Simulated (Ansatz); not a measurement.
The figure comes from a scan of NiO (rock salt): the cell is scaled evenly about its relaxed volume V₀. Computed with r2SCAN (plane waves to 500 eV, PAW, scalar-relativistic; Ansatz, a quantum-chemistry and plane-wave program). k mesh 13×13×13 (Γ-centred), Fermi-Dirac smearing 0.05 eV. The energy includes the smearing's −TS. NiO is run spin-polarised and with no Hubbard U; the real compound is an antiferromagnetic insulator, a state that this run doesn't describe. NiO was relaxed with its symmetry unable to fall. Relaxed NiO ends ferromagnetic. The PAW data are Ansatz's earlier set. The magnetic order is the one the run started from; other orders were not tried. The zero of ΔE is the relaxed starting cell.

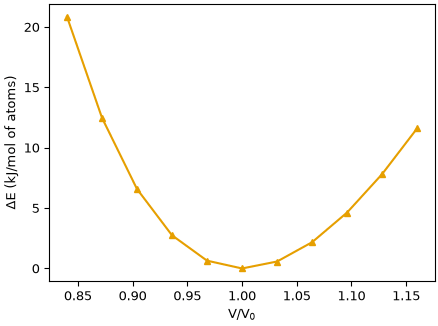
Figure: ΔE (kJ/mol of atoms) against V/V₀; markers are the computed points, lines only join them.

Turn the plot into a table (rounded to what can be read).

To the nearest 0.5:

```json
[
 {"V/V₀": "0.840", "ΔE (kJ/mol of atoms)": "21.0"},
 {"V/V₀": "0.872", "ΔE (kJ/mol of atoms)": "12.5"},
 {"V/V₀": "0.904", "ΔE (kJ/mol of atoms)": "6.5"},
 {"V/V₀": "0.936", "ΔE (kJ/mol of atoms)": "2.5"},
 {"V/V₀": "0.968", "ΔE (kJ/mol of atoms)": "0.5"},
 {"V/V₀": "1.000", "ΔE (kJ/mol of atoms)": "0.0"},
 {"V/V₀": "1.032", "ΔE (kJ/mol of atoms)": "0.5"},
 {"V/V₀": "1.064", "ΔE (kJ/mol of atoms)": "2.0"},
 {"V/V₀": "1.096", "ΔE (kJ/mol of atoms)": "4.5"},
 {"V/V₀": "1.128", "ΔE (kJ/mol of atoms)": "8.0"},
 {"V/V₀": "1.160", "ΔE (kJ/mol of atoms)": "11.5"}
]
```

(A scan under strain: stresses follow from slopes of the energy per volume, elastic moduli from its curvatures.)
